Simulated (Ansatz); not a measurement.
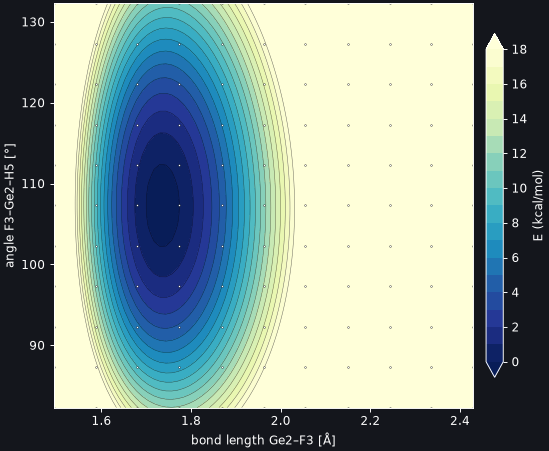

FGeH₂O, SMILES [O][GeH2][F], spin multiplicity 2. The first coordinate is: bond length Ge2–F3; the second: angle F3–Ge2–H5. Nothing is relaxed (all other coordinates rigid). The scan uses an 11 × 11 grid. Points are written as (first, second). Energies are in kcal/mol, from the lowest grid point. Computed with Ansatz 0.2.0, UKS PBE0-D4/def2-SVP.

The picture shows filled contours, dots at the grid points, one colour for all values above the top of the scale. Between grid points the surface is interpolated.

### Estimate the position of the minimum and the force constants in these coordinates.

The interpolated minimum is at bond length Ge2–F3 ≈ 1.736 Å, angle F3–Ge2–H5 ≈ 107.3°. The curvatures there are about 30 eV/Å² and 5.3 eV/rad², with a cross term of about 0 eV/(Å·rad). Round the minimum the two coordinates are nearly uncoupled. (1 eV is 23.1 kcal/mol.)
